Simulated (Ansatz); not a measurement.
Ti₃Cu₄N₃: geometry relaxation (part 4 of 4)

Continued. System: Ti₃Cu₄N₃ (interface cell, 30 atoms in the cell). Method: DFT PBE, scalar-relativistic, plane waves, PAW, no spin polarisation (Ansatz 0.2.0); cutoff 420 eV, 9×9×2 k-mesh, Gaussian smearing of 0.1 eV. The structure derives from an entry of the Crystallography Open Database. It belongs to a series of runs on one base structure; here: film shifted by (0, 0) in the plane.

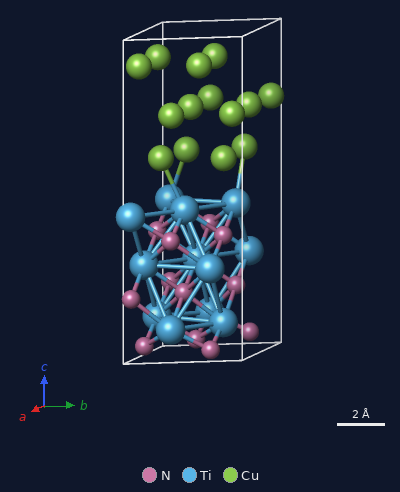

The geometry at step 16 of the log (ball-and-stick view of the cell of the calculation, seen slightly off an axis).

Remarks:

The cell holds an odd number of electrons but the run has no spin polarisation, so a band is left half filled.
